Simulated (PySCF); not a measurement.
| atom | x (Å) | y (Å) | z (Å) |
| --- | --- | --- | --- |
| N | -4.2241 | 0.9470 | 1.7942 |
| C | -3.1213 | 0.9763 | 1.4774 |
| Si | -1.3059 | 1.1088 | 1.0195 |
| N | -1.0051 | 0.0646 | -0.2878 |
| Si | -1.6600 | -1.5099 | -0.4582 |
| Si | 0.5995 | 0.3692 | -1.0728 |
| N | 1.7637 | -0.0429 | 0.0283 |
| Si | 3.4363 | -0.1675 | -0.0180 |
| H | -0.6245 | 0.8777 | 2.3032 |
| H | -1.1701 | 2.5151 | 0.6111 |
| H | -3.0247 | -1.4962 | 0.0937 |
| H | -1.7512 | -1.8369 | -1.8876 |
| H | -0.9114 | -2.5803 | 0.2162 |
| H | 0.4385 | -0.3518 | -2.3621 |
| H | 0.4405 | 1.7950 | -1.4770 |
| H | 3.9103 | -0.5268 | 1.3391 |
| H | 4.0093 | -1.1962 | -0.9325 |
| H | 4.1914 | 1.0613 | -0.3984 |

Geometry: GFN2-xTB.

All numbers below come from PBE0/pcSseg-1, SCF density, gas phase, non-relativistic in PySCF 2.14.0.

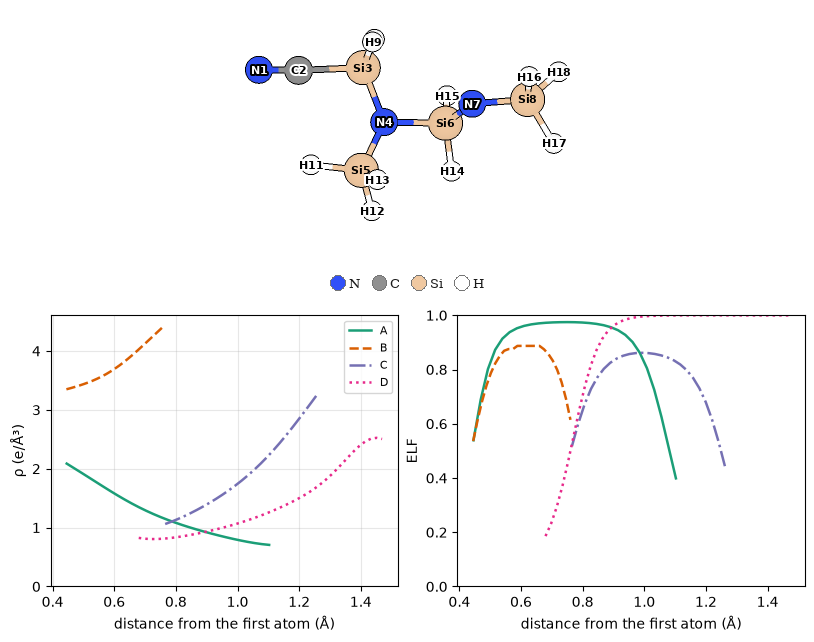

CH10N3Si4 (SMILES N#C[SiH2]N([SiH3])[SiH2][N-][SiH3]) (charge −1). Electron density and ELF along straight lines between neighbouring atoms. The curves leave out the atomic cores. The structure is drawn too.

> Which curve belongs to which contact (C–N, C–Si, Si–H and Si–N)? The first atom named is at distance zero.

Curve A: C–Si (1.88 Å): the density is about 0.87 e/Å³ at the midpoint; the ELF peaks at about 1 between the atoms: a covalent bond. Curve B: C–N (1.15 Å): ρ at the midpoint is about 3.6 e/Å³; the ELF peaks at about 0.90 between the atoms: a short, multiple covalent bond. Curve C: Si–N (1.65 Å): ρ is about 1.2 e/Å³ halfway; the ELF peaks at about 0.85 between the atoms (a polar covalent bond). Curve D: Si–H (1.47 Å): ρ at the midpoint is about 0.81 e/Å³; the ELF climbs to about 1 towards the hydrogen, as it does in any bond to H.
